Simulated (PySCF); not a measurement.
**Run report: ZnH2O, excited-state calculation**

The run: excited-state calculation of ZnH2O, SMILES [OH][ZnH]. Method and program: TDDFT CAM-B3LYP/def2-SVPD, vertical, gas phase, core orbitals frozen in the response (PySCF 2.14.0).

The geometry comes from this level: PBE0-D3(BJ)/def2-SVP.

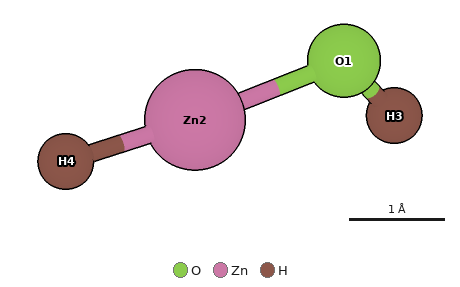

**Figure 1.** The structure (ball-and-stick view, seen at a tilt; atoms are numbered from 1 in the order of the input). Sticks mark near contacts. Bond lengths as drawn: H–O 0.96 Å, H–Zn 1.52 Å and O–Zn 1.77 Å.

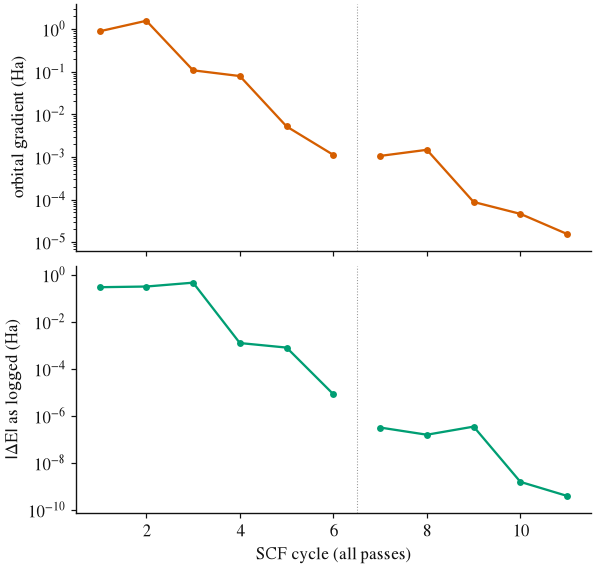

**Figure 2.** Convergence of the self-consistent field: orbital gradient and size of the energy change against the SCF cycle. The dotted line marks the change from a coarse to the final integration grid. The first 6 cycles use a coarse grid, the final grid takes over at cycle 7, and the field converges after 11 cycles in all.

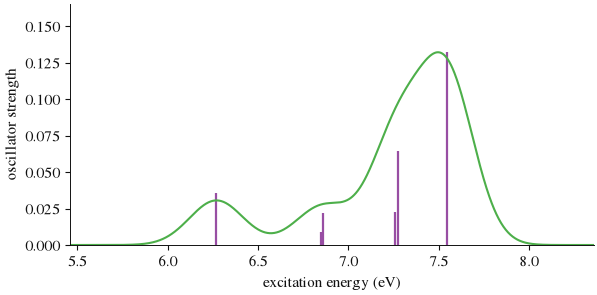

**Figure 3.** Computed excitations as sticks (degenerate states added up, dark ones marked on the axis), with a Gaussian envelope of 0.35 eV full width at half maximum, scaled to the tallest. Of the 6 states the lowest lies at 6.27 eV (f = 0.035); the strongest line is at 7.54 eV, or 164 nm (f = 0.132).

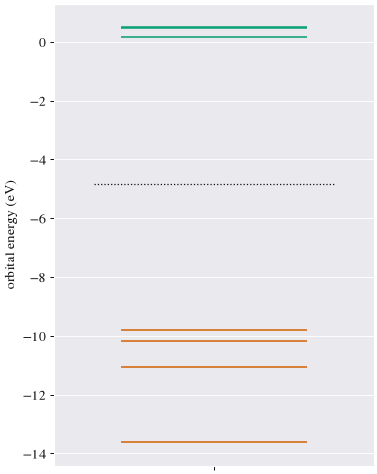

**Figure 4.** Orbital energies near the frontier; the dotted line parts filled from empty levels, and levels within 0.02 eV of each other stand side by side. Highest filled −9.80 eV, lowest empty 0.15 eV, 9.95 eV apart.

The input and output of the run follow.

## The input
```
{"job": {"kind": "uv", "xc": "CAM-B3LYP", "basis": "def2-SVPD", "nstates": 6, "ntriplets": 2, "ip": true}, "charge": 0, "multiplicity": 1}
O     -0.196288     0.633459    -0.961242
Zn     0.112932    -0.089063     0.626863
H     -0.266278     0.032253    -1.708055
H      0.377391    -0.606799     2.032274
```

The first line tells a small driver script what to run in PySCF; the rest is the geometry in Å.

Command:
```bash
OMP_NUM_THREADS=1 python <driver script> task.json out
```

## Log
```
coarse grid: 17568 points
cycle   1  E = -1855.4667218530  dE = -2.953e-01  |g| = 8.829e-01  |ddm| = 1.925e+00
cycle   2  E = -1855.1511043852  dE =  3.156e-01  |g| = 1.560e+00  |ddm| = 1.718e+00
cycle   3  E = -1855.6115631090  dE = -4.605e-01  |g| = 1.074e-01  |ddm| = 1.108e+00
cycle   4  E = -1855.6128091280  dE = -1.246e-03  |g| = 7.885e-02  |ddm| = 1.184e-01
cycle   5  E = -1855.6136075826  dE = -7.985e-04  |g| = 5.187e-03  |ddm| = 4.954e-02
cycle   6  E = -1855.6136158791  dE = -8.296e-06  |g| = 1.116e-03  |ddm| = 9.148e-03
final grid: 34992 points
cycle   7  E = -1855.6136083667  dE = -3.178e-07  |g| = 1.058e-03  |ddm| = 2.724e-03
cycle   8  E = -1855.6136082095  dE =  1.573e-07  |g| = 1.471e-03  |ddm| = 1.636e-03
cycle   9  E = -1855.6136085574  dE = -3.480e-07  |g| = 8.797e-05  |ddm| = 9.135e-04
cycle  10  E = -1855.6136085590  dE = -1.553e-09  |g| = 4.629e-05  |ddm| = 1.020e-04
cycle  11  E = -1855.6136085594  dE = -3.920e-10  |g| = 1.559e-05  |ddm| = 5.533e-05
converged SCF energy = -1855.6136085594

Static polarisability (au): isotropic 29.620, principal 25.739 25.966 37.155

Singlet excitations
state   eV       nm        f      main configurations
  1   6.2693    197.8   0.03530   H->L 0.88, H->L+2 0.08
  2   6.8478    181.1   0.00860   H->L+2 0.88, H->L 0.08
  3   6.8601    180.7   0.02198   H-1->L 0.55, H->L+1 0.37
  4   7.2587    170.8   0.02295   H-1->L+1 0.97
  5   7.2743    170.4   0.06417   H-1->L+2 0.86
  6   7.5450    164.3   0.13211   H->L+1 0.55, H-1->L 0.29, H-2->L+2 0.09

Triplet excitations (Tamm-Dancoff, eV): 5.8855 6.1951
Vertical ionisation energy (delta-SCF) = 11.1145 eV
```

## Summary

- outcome: converged
- total energy: −1855.613609 hartree
- HOMO: −9.80 eV
- LUMO: 0.15 eV
- dipole moment: 1.59 D
- mean polarisability: 29.62 a.u.
- vertical ionisation energy: 11.11 eV
- lowest singlet excitation: 6.27 eV
- hardware: 1 CPU thread, shared host
- wall time: 9.1 s
- peak memory: 0.46 GiB
